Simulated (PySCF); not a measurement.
Chlorobenzene, C₆H₅Cl, SMILES Clc1ccccc1 at its PBE0/def2-SVP optimised geometry (Å):

```
12

Cl    -2.8037    -0.0213    -0.0001
C     -1.0695    -0.0101     0.0000
C     -0.3900     1.2077     0.0000
C      1.0037     1.2077     0.0000
C      1.7114     0.0061     0.0000
C      1.0183    -1.2038     0.0000
C     -0.3753    -1.2196     0.0000
H     -0.9546     2.1416     0.0000
H      1.5393     2.1602     0.0000
H      2.8037     0.0127     0.0000
H      1.5650    -2.1500     0.0000
H     -0.9289    -2.1602     0.0000
```

Method: PBE0/def2-TZVP (PySCF). Cells within 0.4 Å of a nucleus heavier than hydrogen are left out (blank, or x).

Map of the electrostatic potential (hartree/e), clipped to [-0.08, 0.12] on the plane z = 0.0 Å:

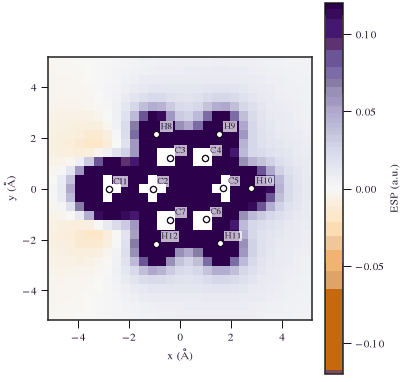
Fig. 1. Electrostatic potential (hartree/e), clipped to [-0.08, 0.12] on the plane z = 0.0 Å.
